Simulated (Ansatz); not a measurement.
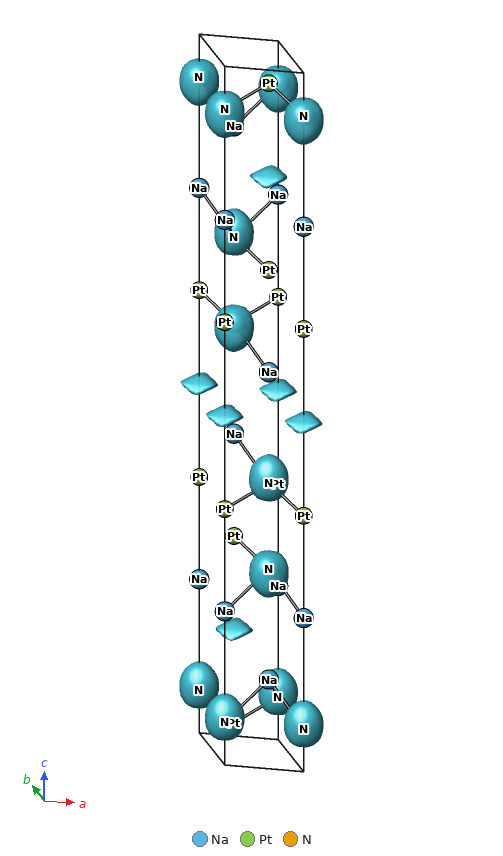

The picture shows: NaPtN. Isosurface of the electron localisation function at 0.7 (cyan), seen at an oblique angle. Core shells and regions of very low density are left out. Sticks mark near contacts.

Space group R-3m; a structure from a database of computed crystals, not necessarily the ambient phase; started from the YOF-166 prototype, which need not be the ambient phase.

Level of theory: Ansatz 0.2.0, DFT, PBEsol, plane waves, PAW.

In a PAW calculation such maps are meaningful between the atoms, not at the nuclei.

**Where are the electrons localised?**

The surface consists of six regions wrapped around N (the valence shell of each) and three pockets between the atoms, centred on no nucleus (multi-centre or interstitial), counted in one cell of 18 atoms. Regions shared between cells count once.

Values along the shortest contacts:
Pt–N (2.05 Å): the ELF peaks at about 0.80 in the valence shell of N, 0.6 Å from its nucleus, and is about 0.30 at the midpoint. Na–N (2.44 Å): the ELF peaks at about 0.85 in the valence shell of N, 0.6 Å from its nucleus, and is about 0.15 at the midpoint (a largely ionic contact).
